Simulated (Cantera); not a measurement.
A closed system holds: 1 mol MgO, 0.069 mol HCl, 0.1 mol H2, held at 0.0550 bar.

Method: chemical equilibrium by Gibbs-energy minimisation in Cantera with the NASA 1993 tables (ideal gas, pure condensed phases). Candidate condensed phases: H2O, Mg, MgCl2, MgO, Mg(OH)2; 22 gas species. Condensed phases not in the tables: MgOHCl. Kinetics and transport are ignored.

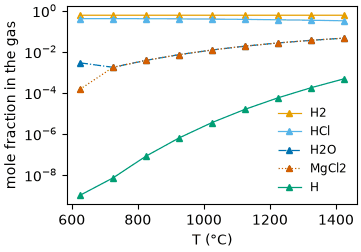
Figure. Equilibrium gas composition (values under 1e-9 drawn at 1e-9)

At 625 °C the condensed part is MgCl2(s) + MgO(s). From 725 °C to 1425 °C the condensed part is MgO(s). The main Mg-bearing gas is MgCl2 throughout.
